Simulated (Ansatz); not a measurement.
**A van 't Hoff estimate for C3H4F2 ⇌ C2F2 + CH4**

Species: C3H4F2 `C=C(F)CF`, singlet; C2F2 `FC#CF`, singlet; CH4 (methane) `C`, singlet. 

The electronic reaction energy at CCSD(T)/CBS estimate is +301.6 kJ/mol. Shapes: PBE0-D4/def2-TZVP. Flexible molecules stand in one conformer, not always the lowest. Programs: Ansatz 0.2.0. Enthalpy and entropy come from rigid-rotor, harmonic-oscillator sums on unscaled PBE0-D4/def2-TZVP wavenumbers, ideal gases at 1 bar. Symmetry numbers: C3H4F2 1, C2F2 2, CH4 12. R = 8.3145 J/(mol K).

```
T (K)  ΔH (kJ/mol)  ΔS (J/(mol K))
  600       +292.0          +135.4
  800       +290.7          +133.5
 1000            ?               ?
```

Question: Work out ln K at 600 and 800 K, and from these estimate it at 1000 K.

Answer: 
1. 600 K: ΔG = +292.0 − 600 × (+135.4)/1000 = +210.8 kJ/mol; ln K = −ΔG/RT = -42.26.
2. 800 K: ΔG = +290.7 − 800 × (+133.5)/1000 = +183.9 kJ/mol; ln K = −ΔG/RT = -27.65.
3. Slope against 1000/T: (-27.65 − (-42.26))/(1.2500 − 1.6667) = -35.06, that is −ΔH/R with ΔH near +292 kJ/mol.
4. 1000 K: ln K = -42.26 + (-35.06) × (1.0000 − 1.6667) = -18.89.

The full sums give ΔH = +288.8 kJ/mol, ΔS = +131.4 J/(mol K), ΔG = +157.4 kJ/mol and ln K = -18.93 at 1000 K, so the line is off by +0.04 in ln K; without rounding the miss is +0.05, from the change of ΔH with temperature. The reactants are favoured over this whole range. The number of molecules rises, which sets the sign of ΔS, and lower pressure favours the products. An error of 10 kJ/mol in the energy moves ln K by 1.2 at 1000 K. Soft modes are treated as harmonic, which can err either way at these temperatures; the lowest are those of C3H4F2 (120 cm⁻¹). Other conformers aren't counted. The CBS estimate extrapolates MP2 from def2-TZVPP and def2-QZVPP and adds CCSD(T) − MP2 in the triple-zeta set, cores frozen.

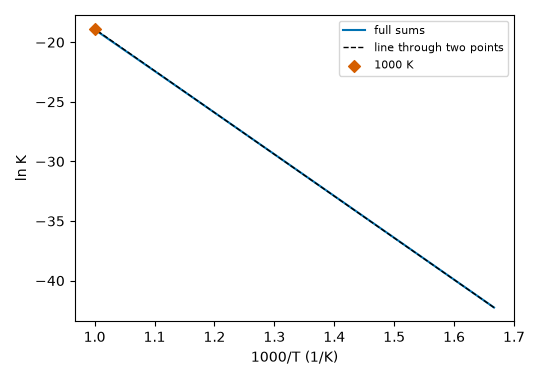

The van 't Hoff plot.
